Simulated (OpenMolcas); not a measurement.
**Hf²⁺ among point charges: CASSCF levels and susceptibility**

Aim: the splitting of the states of Hf²⁺ in the field of 5 point charges, its lowest levels with spin-orbit coupling and its magnetic susceptibility.

The numbers are computed with OpenMolcas 26.06 (state-averaged CASSCF, spin-orbit coupling by RASSI with atomic mean-field integrals), except any that are marked as measured or tabulated.

1 further run of the same task is left out (it didn't finish).

### 1 Starting point

| Quantity | Value |
| --- | --- |
| Species | Hf²⁺ (hafnium, Z = 72, 70 electrons) |
| Basis | ANO-RCC-VDZP [7s6p4d2f1g], 68 functions |
| Scalar Hamiltonian | DKH2, point nucleus |
| Inactive shells | 1s 2s 2p 3s 3p 3d 4s 4p 4d 4f 5s 5p |
| Active space | 2 electrons in 5 orbitals (5d) |
| Some configurations of this space | 5d² |
| Orbitals | optimised for each spin and parity, averaged over all roots |

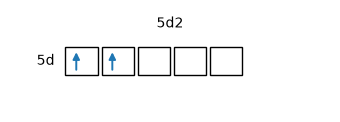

Occupation of the outer shells (arrows by Hund's rule).

The ion sits among 5 point charges of -2 e arranged as a square pyramid (C4v), 1.98 Å from the ion, with the axial distance 1.881 Å. The active orbitals were held to one l.

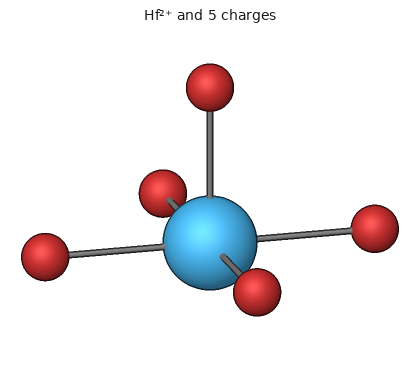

The ion and the point charges (red).

Each step is its own input file, run in one work folder so that later steps find the files of earlier ones. Labels, J, g values, rates, χT and fits are worked out afterwards by a script from the matrices that RASSI stores.

### 2 Basis and integrals

a.inp

```
&GATEWAY
Coord
1

Hf 0.0 0.0 0.0
Basis=ANO-RCC-VDZP
Group=NoSym
NoMove
AngMom=0.0 0.0 0.0
AMFI
XField
5 Angstrom 0
1.980000 0.000000 0.000000 -2.000000
0.000000 1.980000 0.000000 -2.000000
-1.980000 0.000000 0.000000 -2.000000
0.000000 -1.980000 0.000000 -2.000000
0.000000 0.000000 1.881000 -2.000000
&SEWARD
```

Command:

```
$ OMP_NUM_THREADS=1 MOLCAS_MEM=1689 MOLCAS_PROJECT=a pymolcas a.inp > a.log
```

The log of the run:

```text
Basis set label: HF.ANO-RCC...7S6P4D2F1G.

      Electronic valence basis set:
      ------------------
      Associated Effective Charge  72.000000 au
      Associated Actual Charge     72.000000 au
      Nuclear Model: Point charge

      Shell  nPrim  nBasis  Cartesian Spherical Contaminant
         s      24       7        X
         p      21       6        X
         d      15       4                 X
         f      11       2                 X
         g       4       1                 X
                  Relativistic Douglas-Kroll-Hess integrals:
                    - DKH order of Hamiltonian: 2
                    - DKH order of Properties : 0
                  Atomic mean-field integrals
```

### 3 Reference wave functions, triplets, 10 roots

a.inp

```
&RASSCF
FileOrb=start.orb
Symmetry=1
Spin=3
nActEl=2 0 0
Inactive=34
Ras2=5
CIRoot=10 10 1
SDav=10
CIMx=300
Iter=120 100
PrWF=0.3
OrbListing=Nothing
MaxOrb=0
SupSym
1
20 10 11 12 13 14 19 20 21 22 23 35 36 37 38 39 48 49 50 51 52
>>> COPY $Project.JobIph JOB001
```

start.orb holds the contracted functions of the basis, ordered by shell, or the orbitals of the step before.

The log of the run (excerpt; [...] marks lines left out):

```text
[...]
      Number of active orbitals                  5
[...]
      Spin quantum number                      1.0
[...]
      Active orbitals                            5
[...]
      Number of CSFs                            10
      Number of root(s) required                10
[...]
      Convergence after  8 iterations
[...]
      Natural orbitals and occupation numbers for root  1
      sym 1:   0.001606   0.998394   0.000000   0.998394   0.001606
      Natural orbitals and occupation numbers for root  2
      sym 1:   0.996099   0.003901   0.003901   0.996099  -0.000000
      Natural orbitals and occupation numbers for root  3
      sym 1:   0.996099   0.003901   0.996099   0.003901  -0.000000
::    RASSCF root number  1 Total energy: -15069.00736160
::    RASSCF root number  2 Total energy: -15068.94844902
::    RASSCF root number  3 Total energy: -15068.94844902
[...]
::    RASSCF root number  7 Total energy: -15068.76097027
::    RASSCF root number  8 Total energy: -15068.76097027
::    RASSCF root number  9 Total energy: -15068.67883555
::    RASSCF root number 10 Total energy: -15068.63033751
```

### 4 Reference wave functions, singlets, 15 roots

a.inp

```
&RASSCF
FileOrb=start.orb
Symmetry=1
Spin=1
nActEl=2 0 0
Inactive=34
Ras2=5
CIRoot=15 15 1
SDav=15
CIMx=300
Iter=120 100
PrWF=0.3
OrbListing=Nothing
MaxOrb=0
SupSym
1
20 10 11 12 13 14 19 20 21 22 23 35 36 37 38 39 48 49 50 51 52
>>> COPY $Project.JobIph JOB002
```

The log of the run (excerpt; [...] marks lines left out):

```text
[...]
      Number of active orbitals                  5
[...]
      Spin quantum number                      0.0
[...]
      Active orbitals                            5
[...]
      Number of CSFs                            15
      Number of root(s) required                15
[...]
      Convergence after  8 iterations
[...]
      Natural orbitals and occupation numbers for root  1
      sym 1:   0.998420   0.998420   0.001580   0.001580   0.000000
      Natural orbitals and occupation numbers for root  2
      sym 1:   0.999601   0.999601  -0.000000   0.000399   0.000399
      Natural orbitals and occupation numbers for root  3
      sym 1:   0.965744   0.965744   0.062097   0.003624   0.002792
::    RASSCF root number  1 Total energy: -15068.97739650
::    RASSCF root number  2 Total energy: -15068.97724735
::    RASSCF root number  3 Total energy: -15068.95273235
[...]
::    RASSCF root number 12 Total energy: -15068.68915847
::    RASSCF root number 13 Total energy: -15068.66131660
::    RASSCF root number 14 Total energy: -15068.59048723
::    RASSCF root number 15 Total energy: -15068.44249931
```

### 5 RASSI: spin-orbit coupling between the states

a.inp

```
&RASSI
NrOfJobIphs=2 10 15
1 2 3 4 5 6 7 8 9 10
1 2 3 4 5 6 7 8 9 10 11 12 13 14 15
IphNames
JOB001
JOB002
EJob
SpinOrbit
DIPRint=1.0
SOCoupling=1000.0
Subsets=2
Property=9
'ANGMOM' 1 'ANGMOM' 2 'ANGMOM' 3 'MLTPL  1' 1 'MLTPL  1' 2 'MLTPL  1' 3
'AMFI' 1 'AMFI' 2 'AMFI' 3
SOProperty=3
'ANGMOM' 1 'ANGMOM' 2 'ANGMOM' 3
```

The log of the run:

```text
SPIN-FREE ENERGIES:
  (Shifted by EMIN (a.u.) =     -15069.0073615986)

 SF State       Relative EMIN(au)   Rel lowest level(eV)    D:o, cm**(-1)      L_eff

     1             0.0000000000        0.0000000000              0.0000         2.7
    11             0.0299651015        0.8153919509           6576.5796         3.2
    12             0.0301142446        0.8194503425           6609.3127         3.2
    13             0.0546292496        1.4865376124          11989.7344         2.9
     2             0.0589125787        1.6030929327          12929.8165         2.8
     3             0.0589125787        1.6030929327          12929.8165         2.8
    14             0.0901996267        2.4544568814          19796.5298         3.1
    15             0.0901996267        2.4544568814          19796.5298         3.1
     5             0.1447662640        3.9392907261          31772.5224         2.0
     4             0.1447662640        3.9392907261          31772.5224         2.0
    16             0.1668222686        4.5394651848          36613.2559         3.7
    17             0.1668222686        4.5394651848          36613.2559         3.7
    18             0.1674706320        4.5571080532          36755.5552         2.9
     6             0.1854459502        5.0462413776          40700.6815         2.9
    19             0.2218970899        6.0381274195          48700.7820         3.0
     7             0.2463913299        6.7046496445          54076.6463         2.5
     8             0.2463913299        6.7046496445          54076.6463         2.5
    20             0.2762582661        7.5173703818          60631.6811         3.3
    21             0.2762582661        7.5173703818          60631.6811         3.3
    22             0.3182031241        8.6587481146          69837.5134         2.8
     9             0.3285260478        8.9396491791          72103.1332         1.4
    23             0.3460449951        9.4163640213          75948.0977         3.9
    10             0.3770240837       10.2593479655          82747.2218         2.9
    24             0.4168743705       11.3437295105          91493.3488         3.0
    25             0.5648622894       15.3706859317         123972.9427         2.8
     Dipole printing threshold changed to   1.00000000E+00

++ Dipole transition strengths (spin-free states):
   -----------------------------------------------
     for osc. strength at least  1.00000000E+00

  ( Max oscillator strength is only    2.9148984622173133E-034 )
--
Eigenvalues of complex Hamiltonian:
   -----------------------------------
  (Shifted by EMIN (a.u.) =     -15069.0073615986)

 SO State       Relative EMIN(au)   Rel lowest level(eV)    D:o, cm**(-1)     J-value

     1            -0.0006390477        0.0000000000              0.0000         2.9
     2            -0.0003757104        0.0071657723             57.7959         2.8
     3            -0.0003757104        0.0071657723             57.7959         2.8
     4             0.0294084942        0.8176352683           6594.6732         2.6
     5             0.0294297174        0.8182127825           6599.3311         2.6
     6             0.0542253423        1.4929361078          12041.3418         2.9
     7             0.0568720434        1.5649565132          12622.2255         2.1
     8             0.0569891125        1.5681421268          12647.9192         2.0
     9             0.0586117410        1.6122960958          13004.0450         2.3
    10             0.0586117410        1.6122960958          13004.0450         2.3
    11             0.0605322787        1.6645565891          13425.5543         2.2
    12             0.0608221751        1.6724450725          13489.1792         2.3
    13             0.0899027972        2.4637691131          19871.6380         2.4
    14             0.0899027972        2.4637691131          19871.6380         2.4
    15             0.1434519049        3.9209145665          31624.3087         1.9
    16             0.1435554988        3.9237334997          31647.0449         2.0
    17             0.1446734423        3.9541542905          31892.4052         2.2
    18             0.1446734422        3.9541542905          31892.4052         2.2
    19             0.1461519771        3.9943872730          32216.9061         1.9
    20             0.1462270841        3.9964310387          32233.3901         2.0
    21             0.1668402994        4.5573452017          36757.4680         3.6
    22             0.1668402994        4.5573452017          36757.4680         3.6
    23             0.1672194561        4.5676625808          36840.6832         1.5
    24             0.1856496709        5.0691742759          40885.6478         2.8
    25             0.1857387459        5.0715981287          40905.1975         2.6
    26             0.1857387459        5.0715981287          40905.1975         2.6
    27             0.2219155343        6.0560186913          48845.0848         2.4
    28             0.2454042535        6.6951793027          54000.2628         1.8
    29             0.2454380011        6.6960976225          54007.6696         1.8
    30             0.2464171735        6.7227422592          54222.5731         2.0
    31             0.2464171735        6.7227422592          54222.5731         2.0
    32             0.2475764209        6.7542869891          54476.9985         1.8
    33             0.2475945144        6.7547793364          54480.9695         1.8
    34             0.2763193343        7.5364215076          60785.3388         2.5
    35             0.2763193343        7.5364215076          60785.3388         2.5
    36             0.3185573625        8.6857768061          70055.5145         2.8
    37             0.3286901443        8.9615038451          72279.4030         1.7
    38             0.3286901443        8.9615038451          72279.4030         1.7
    39             0.3287642920        8.9635215076          72295.6766         2.0
    40             0.3461550804        9.4367489686          76112.5134         1.5
    41             0.3775284482       10.2904617980          82998.1718         2.5
Weights of the five most important spin-orbit-free states for each spin-orbit state.

 SO State  Total energy (au)           Spin-free states, spin, and weights
 -------------------------------------------------------------------------------------------------------
    1        -0.000639       1 1.0  0.9918   13 0.0  0.0035    3 1.0  0.0014    2 1.0  0.0014    4 1.0  0.0008
    2        -0.000376       1 1.0  0.9965    3 1.0  0.0010    2 1.0  0.0006    5 1.0  0.0005   17 0.0  0.0004
    3        -0.000376       1 1.0  0.9965    2 1.0  0.0010    3 1.0  0.0006    4 1.0  0.0005   16 0.0  0.0004
    4         0.029408      11 0.0  0.9905    2 1.0  0.0031    3 1.0  0.0031    4 1.0  0.0015    5 1.0  0.0015
    5         0.029430      12 0.0  0.9833    3 1.0  0.0073    2 1.0  0.0073    5 1.0  0.0007    4 1.0  0.0007
    6         0.054225      13 0.0  0.9561    2 1.0  0.0192    3 1.0  0.0192    1 1.0  0.0024    4 1.0  0.0011
    7         0.056872       3 1.0  0.4959    2 1.0  0.4959   11 0.0  0.0064   19 0.0  0.0009    7 1.0  0.0004
    8         0.056989       3 1.0  0.4911    2 1.0  0.4911   12 0.0  0.0147    6 1.0  0.0020    8 1.0  0.0004
    9         0.058612       3 1.0  0.9937   14 0.0  0.0027    1 1.0  0.0017    6 1.0  0.0012   20 0.0  0.0006
   10         0.058612       2 1.0  0.9937   15 0.0  0.0027    1 1.0  0.0017    6 1.0  0.0012   21 0.0  0.0006
   11         0.060532       3 1.0  0.4993    2 1.0  0.4993    8 1.0  0.0005    7 1.0  0.0005   23 0.0  0.0002
   12         0.060822       2 1.0  0.4780    3 1.0  0.4780   13 0.0  0.0372    1 1.0  0.0042   18 0.0  0.0013
```

These steps took 7.1 s in all on 1 thread, shared host.

States without spin-orbit coupling:

```
  state  degeneracy  E (cm-1)  free-ion L (%)
triplet           1         0          F (83)
singlet           1      6577          G (54)
singlet           1      6609          G (56)
singlet           1     11990          G (53)
triplet           2     12930          F (88)
singlet           2     19797          G (52)
triplet           2     31773          P (58)
singlet           2     36613          G (87)
singlet           1     36756          G (52)
triplet           1     40701         F (100)
singlet           1     48701          D (54)
triplet           2     54077          F (69)
singlet           2     60632          G (61)
singlet           1     69838          G (47)
triplet           1     72103          P (83)
singlet           1     75948         G (100)
triplet           1     82747         F (100)
singlet           1     91493          D (56)
singlet           1    123973          G (48)
```

With spin-orbit coupling:

```json
{"E (cm-1)": "0.0", "Degeneracy": "1", "2S+1": "3", "g": ""}
{"E (cm-1)": "57.8", "Degeneracy": "2", "2S+1": "3", "g": "0.00 0.00 3.99"}
{"E (cm-1)": "6595", "Degeneracy": "1", "2S+1": "1", "g": ""}
{"E (cm-1)": "6599", "Degeneracy": "1", "2S+1": "1", "g": ""}
{"E (cm-1)": "12041", "Degeneracy": "1", "2S+1": "1", "g": ""}
{"E (cm-1)": "12622", "Degeneracy": "1", "2S+1": "3", "g": ""}
{"E (cm-1)": "12648", "Degeneracy": "1", "2S+1": "3", "g": ""}
{"E (cm-1)": "13004", "Degeneracy": "2", "2S+1": "3", "g": "0.00 0.00 2.11"}
{"E (cm-1)": "13426", "Degeneracy": "1", "2S+1": "3", "g": ""}
{"E (cm-1)": "13489", "Degeneracy": "1", "2S+1": "3", "g": ""}
{"E (cm-1)": "19872", "Degeneracy": "2", "2S+1": "1", "g": "0.00 0.00 1.74"}
{"E (cm-1)": "31624", "Degeneracy": "1", "2S+1": "3", "g": ""}
{"E (cm-1)": "31647", "Degeneracy": "1", "2S+1": "3", "g": ""}
{"E (cm-1)": "31892", "Degeneracy": "2", "2S+1": "3", "g": "0.00 0.00 1.76"}
{"E (cm-1)": "32217", "Degeneracy": "1", "2S+1": "3", "g": ""}
{"E (cm-1)": "32233", "Degeneracy": "1", "2S+1": "3", "g": ""}
{"E (cm-1)": "36757", "Degeneracy": "2", "2S+1": "1", "g": "0.00 0.00 1.93"}
{"E (cm-1)": "36841", "Degeneracy": "1", "2S+1": "1", "g": ""}
{"E (cm-1)": "40886", "Degeneracy": "1", "2S+1": "3", "g": ""}
{"E (cm-1)": "40905", "Degeneracy": "2", "2S+1": "3", "g": "0.00 0.00 3.72"}
{"E (cm-1)": "48845", "Degeneracy": "1", "2S+1": "1", "g": ""}
{"E (cm-1)": "54000", "Degeneracy": "1", "2S+1": "3", "g": ""}
{"E (cm-1)": "54008", "Degeneracy": "1", "2S+1": "3", "g": ""}
{"E (cm-1)": "54223", "Degeneracy": "2", "2S+1": "3", "g": "0.00 0.00 1.64"}
```

Principal g values are given for doublets only; a zero marks a field direction without first-order Zeeman splitting.

Powder χT (cm³ K/mol): 0.04 at 2 K, 0.10 at 5 K, 0.19 at 10 K, 0.38 at 20 K, 0.71 at 50 K, 0.82 at 100 K, 0.85 at 150 K, 0.86 at 200 K, 0.87 at 250 K, 0.88 at 300 K.

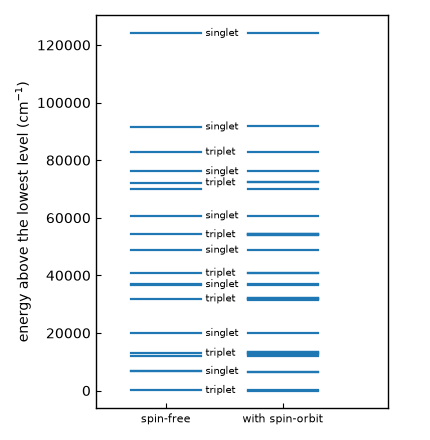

The states in the field without (left) and with (right) spin-orbit coupling.

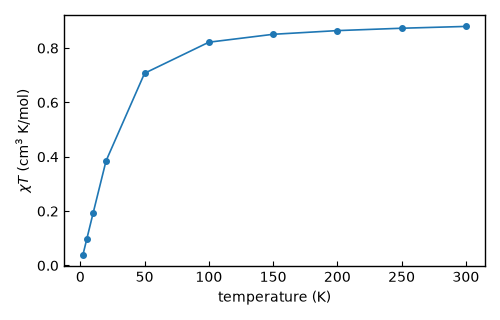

χT against temperature.

### 6 Outcome

| quantity | value |
| --- | --- |
| method | CASSCF |
| spin-free ground state | triplet, 1-fold in its orbital part |
| first state of the same spin within the active space | triplet at 12900 cm⁻¹ |
| lowest level | 1-fold |
| next level | 57.8 cm⁻¹ |
| χT at 300 K | 0.88 cm³ K/mol |
| effective moment at 300 K | 2.65 μB |

What this shows: The spin-free ground state (triplet) comes to 83 % from free-ion F terms and keeps the highest spin of the shell. χT at 300 K is 0.88, against 1.00 cm³ K/mol for the spin alone, so spin-orbit coupling lowers it. The field of point charges can differ much from that of real complexes. This is an electrostatic model: the charges have no orbitals.
